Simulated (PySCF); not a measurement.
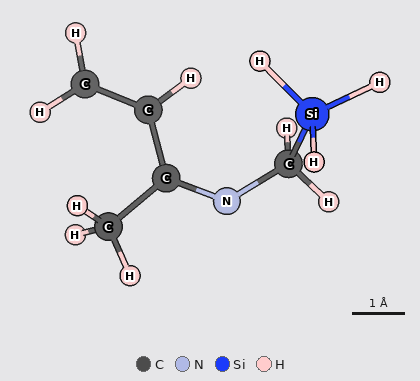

**Figure 1.** The structure (ball-and-stick view, seen at a tilt). Bond lengths as drawn: C–C 1.33 to 1.50 Å, C–H 1.08 to 1.10 Å, C–N 1.27 to 1.42 Å, C–Si 1.92 Å and H–Si 1.46 to 1.47 Å.

## C5H11NSi: excited-state calculation

C5H11NSi, computed with TDDFT B3LYP/def2-SVPD, vertical, gas phase, core orbitals frozen in the response (PySCF 2.14.0).

The geometry comes from this level: GFN2-xTB.

## The program's output
```
coarse grid: 14936 points
cycle   1  E = -540.9744335631  dE =  5.604e-01  |g| = 4.558e-01  |ddm| = 8.088e+00
cycle   2  E = -540.9323741876  dE =  4.206e-02  |g| = 6.253e-01  |ddm| = 3.343e+00
cycle   3  E = -541.0236746540  dE = -9.130e-02  |g| = 1.778e-01  |ddm| = 2.316e+00
cycle   4  E = -541.0308131244  dE = -7.138e-03  |g| = 4.103e-02  |ddm| = 4.345e-01
cycle   5  E = -541.0312293575  dE = -4.162e-04  |g| = 8.631e-03  |ddm| = 1.128e-01
cycle   6  E = -541.0312427719  dE = -1.341e-05  |g| = 5.050e-03  |ddm| = 2.110e-02
cycle   7  E = -541.0312493621  dE = -6.590e-06  |g| = 7.599e-04  |ddm| = 9.440e-03
final grid: 138056 points
cycle   8  E = -541.1147213850  dE = -5.428e-05  |g| = 5.455e-03  |ddm| = 2.219e-01
cycle   9  E = -541.1147167813  dE =  4.604e-06  |g| = 6.815e-03  |ddm| = 3.792e-02
cycle  10  E = -541.1147293259  dE = -1.254e-05  |g| = 1.478e-03  |ddm| = 1.943e-02
cycle  11  E = -541.1147298789  dE = -5.530e-07  |g| = 2.937e-04  |ddm| = 3.391e-03
cycle  12  E = -541.1147298955  dE = -1.662e-08  |g| = 1.467e-04  |ddm| = 1.005e-03
cycle  13  E = -541.1147299004  dE = -4.876e-09  |g| = 4.365e-05  |ddm| = 3.534e-04
cycle  14  E = -541.1147299009  dE = -4.602e-10  |g| = 7.899e-06  |ddm| = 1.017e-04
```

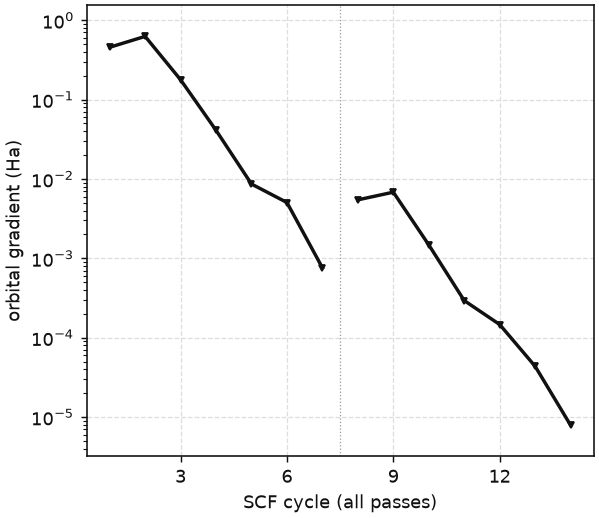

**Figure 2.** Convergence of the self-consistent field: orbital gradient against the SCF cycle. The dotted line marks the change from a coarse to the final integration grid. The first 7 cycles use a coarse grid, the final grid takes over at cycle 8, and the field converges after 14 cycles in all.

```
converged SCF energy = -541.1147299009

Static polarisability (au): isotropic 102.441, principal 77.823 92.275 137.226

Singlet excitations
state   eV       nm        f      main configurations
  1   3.8965    318.2   0.00264   H->L 0.93
  2   5.2161    237.7   0.42335   H-1->L 0.87
  3   6.1134    202.8   0.00216   H->L+1 0.96
  4   6.4114    193.4   0.03728   H-1->L+1 0.66, H-2->L 0.23
  5   6.4791    191.4   0.05638   H-1->L+1 0.29, H->L+2 0.27, H-2->L 0.23
  6   6.5341    189.7   0.04875   H->L+2 0.45, H-2->L 0.33
  7   6.5938    188.0   0.03321   H->L+3 0.74, H->L+2 0.16
  8   6.8242    181.7   0.01493   H->L+4 0.63, H-1->L+2 0.14

Triplet excitations (Tamm-Dancoff, eV): 3.2520 3.3983 4.8799
```

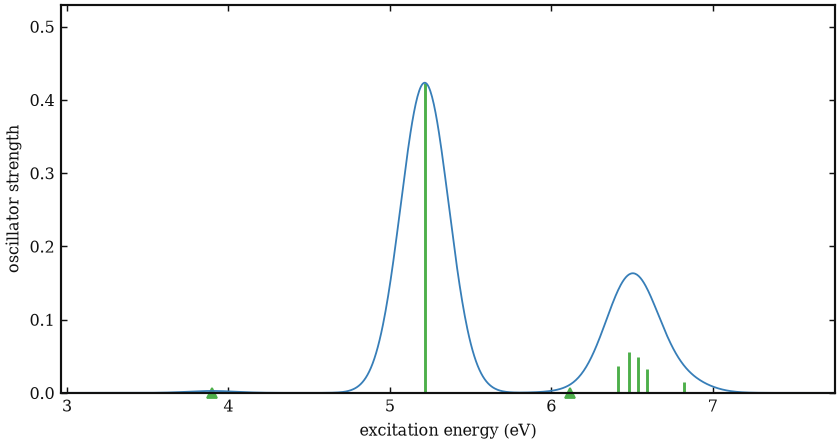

**Figure 3.** Computed excitations as sticks (degenerate states added up, dark ones marked on the axis), with a Gaussian envelope of 0.35 eV full width at half maximum, scaled to the tallest. Of the 8 states the lowest lies at 3.90 eV (f = 0.003); the strongest line is at 5.22 eV, or 238 nm (f = 0.423).

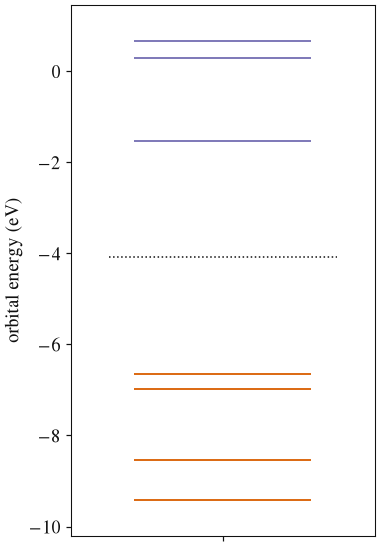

**Figure 4.** Orbital energies near the frontier; the dotted line parts filled from empty levels, and levels within 0.02 eV of each other stand side by side. Highest filled −6.64 eV, lowest empty −1.53 eV, 5.11 eV apart.

This output came from the following input.

## Input
```
{"job": {"kind": "uv", "xc": "B3LYP", "basis": "def2-SVPD", "nstates": 8, "ntriplets": 3}, "charge": 0, "multiplicity": 1}
C     -1.692227     1.962294     0.083437
C     -0.793594     1.086521    -0.352493
C     -0.779136    -0.342267    -0.034205
C     -1.947709    -0.907584     0.722306
N      0.139197    -1.167400    -0.338030
C      1.339484    -0.845992    -1.019649
Si     2.673284    -0.335017     0.258639
H     -2.511945     1.685365     0.723766
H     -1.633264     3.005014    -0.182999
H      0.011922     1.439620    -0.983383
H     -2.876065    -0.717620     0.186942
H     -1.811212    -1.978802     0.835522
H     -2.016407    -0.452172     1.708705
H      1.667107    -1.758451    -1.525177
H      1.239868    -0.061044    -1.780696
H      3.932692    -0.149702    -0.466658
H      2.793146    -1.380701     1.270031
H      2.256100     0.924254     0.882285
```

The first line tells a small driver script what to run in PySCF; the rest is the geometry in Å.

Run as:
```bash
OMP_NUM_THREADS=1 python <driver script> task.json out
```

## Results in brief

| quantity | value |
| --- | --- |
| outcome | converged |
| total energy | −541.114730 hartree |
| HOMO | −6.64 eV |
| LUMO | −1.53 eV |
| dipole moment | 1.63 D |
| mean polarisability | 102.44 a.u. |
| lowest singlet excitation | 3.90 eV |
| hardware | 1 CPU thread, shared host |
| wall time | 45 s |
| peak memory | 0.88 GiB |
